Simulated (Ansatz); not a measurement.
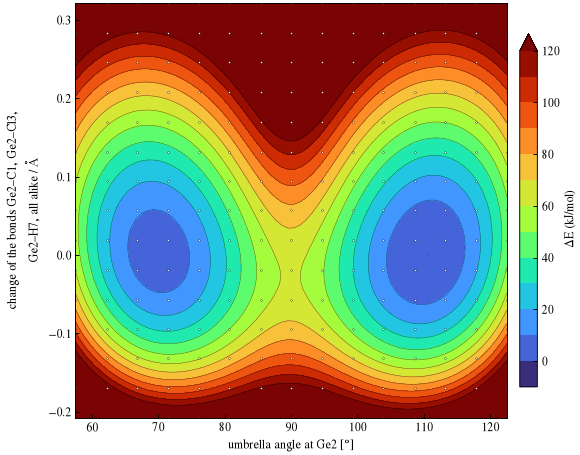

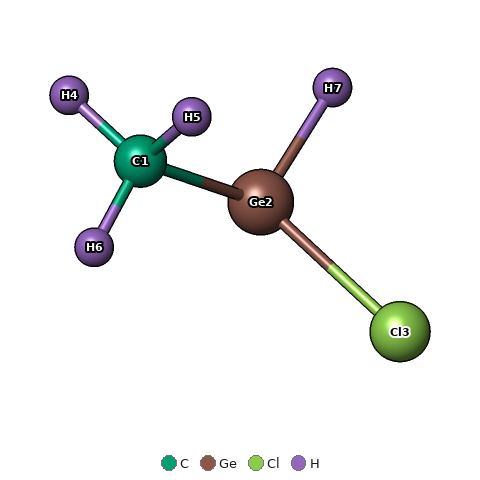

Energy landscape of CH₄ClGe, SMILES [CH3][GeH][Cl], spin multiplicity 2. The first coordinate is: umbrella angle at Ge2 (between each of its bonds and their common axis; 90 is planar); the second: change of the bonds Ge2–C1, Ge2–Cl3, Ge2–H7, all alike. Nothing is relaxed (all other coordinates rigid). The grid has 15 × 15 points. Points are written as (first, second). All energies are given in kJ/mol relative to the relaxed molecule at the same level. Method: Ansatz, UKS PBE0-D4/def2-TZVP.

Drawn: filled contours, dots at the grid points, one colour for all values above the top of the scale. Between grid points the surface is interpolated. The second picture is the structure at the lowest point.

### Describe this landscape.

The lowest grid point is at (108.6°, −0.019 Å), 1.6 kJ/mol from the relaxed molecule at the same level. There is a further well near (71.4°, 0.019 Å) (3.4 kJ/mol above the lowest at that grid point). The highest grid point, (90.0°, 0.322 Å), lies 246 kJ/mol above the lowest. On the interpolated surface the easiest way out of the lowest well to the well at about (70°, 0.00 Å) passes a barrier of about 61 kJ/mol. Round the minimum the two coordinates are weakly coupled (coupling −0.12 in units of the two stiffnesses).

Grid values (kJ/mol):

| second ↓, first → | 57.5 | 62.2 | 66.8 | 71.4 | 76.1 | 80.7 | 85.4 | 90.0 | 94.6 | 99.3 | 103.9 | 108.6 | 113.2 | 117.8 | 122.5 |
| --- | --- | --- | --- | --- | --- | --- | --- | --- | --- | --- | --- | --- | --- | --- | --- |
| 0.322 | 168 | 151 | 145 | 148 | 161 | 182 | 212 | 247 | 213 | 182 | 160 | 147 | 144 | 149 | 165 |
| 0.284 | 144 | 126 | 120 | 122 | 135 | 157 | 188 | 217 | 189 | 157 | 135 | 122 | 118 | 124 | 141 |
| 0.246 | 122 | 103 | 95 | 98 | 111 | 133 | 164 | 188 | 165 | 133 | 110 | 97 | 94 | 101 | 119 |
| 0.208 | 103 | 82 | 73 | 75 | 88 | 110 | 141 | 161 | 141 | 110 | 87 | 74 | 71 | 79 | 98 |
| 0.170 | 85 | 63 | 53 | 54 | 67 | 89 | 118 | 135 | 118 | 89 | 66 | 53 | 50 | 59 | 81 |
| 0.132 | 71 | 46 | 35 | 36 | 49 | 70 | 97 | 112 | 97 | 70 | 48 | 35 | 33 | 42 | 66 |
| 0.095 | 61 | 34 | 22 | 22 | 34 | 54 | 80 | 93 | 80 | 54 | 32 | 20 | 18 | 29 | 54 |
| 0.057 | 54 | 25 | 12 | 11 | 22 | 42 | 66 | 77 | 65 | 41 | 20 | 8 | 8 | 20 | 47 |
| 0.019 | 54 | 22 | 7 | 5 | 15 | 34 | 56 | 66 | 55 | 33 | 13 | 2 | 3 | 16 | 46 |
| −0.019 | 60 | 25 | 8 | 5 | 14 | 32 | 52 | 61 | 51 | 30 | 12 | 2 | 3 | 19 | 51 |
| −0.057 | 74 | 36 | 17 | 13 | 20 | 37 | 55 | 63 | 54 | 35 | 17 | 8 | 12 | 29 | 64 |
| −0.095 | 97 | 56 | 35 | 29 | 35 | 50 | 67 | 74 | 66 | 48 | 31 | 24 | 28 | 48 | 85 |
| −0.132 | 131 | 86 | 62 | 54 | 59 | 73 | 88 | 94 | 86 | 70 | 55 | 48 | 55 | 76 | 117 |
| −0.170 | 178 | 129 | 102 | 92 | 96 | 107 | 121 | 127 | 119 | 104 | 90 | 86 | 94 | 118 | 163 |
| −0.208 | 240 | 187 | 157 | 145 | 146 | 156 | 168 | 173 | 166 | 152 | 140 | 137 | 147 | 174 | 223 |

Each point was launched as `ansatz run input.yaml --threads 1 --pin off --max-ram 2560MiB --backend cpu --events-out ev --progress --plain --runs-dir out`. Time for the 225 points that were run: 20 min on 1 thread of Intel(R) Xeon(R) 6975P-C (Granite Rapids), with other jobs on the host.
